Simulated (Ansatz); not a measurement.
**Nb3Sn, pressure series**

Start from Nb3Sn in the A15 (Cr3Si type) structure (space group Pm-3n, No. 223; a = 5.319 Å).

Cell and atoms are relaxed at each pressure.

Calculations: PBE, PAW, 420 eV (Ansatz, an electronic-structure program; scalar-relativistic without spin-orbit coupling).

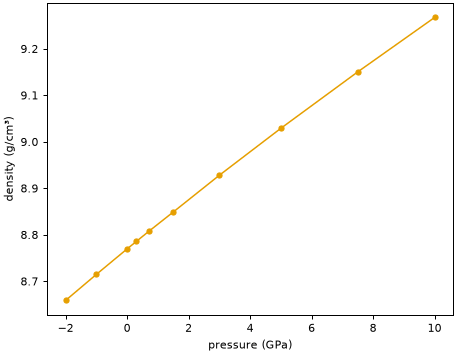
Density against pressure

```tsv
pressure (GPa)	density
-2	8.66 g/cm³
-1	8.71 g/cm³
0.3	8.79 g/cm³
0.7	8.81 g/cm³
1.5	8.85 g/cm³
3	8.93 g/cm³
5	9.03 g/cm³
7.5	9.15 g/cm³
10	9.27 g/cm³
```

Load acts through the strain it causes; cell and atoms are relaxed under it. Whether these cells are dynamically stable was not tested. No other phases were tried under pressure. The final runs are not spin-polarised.
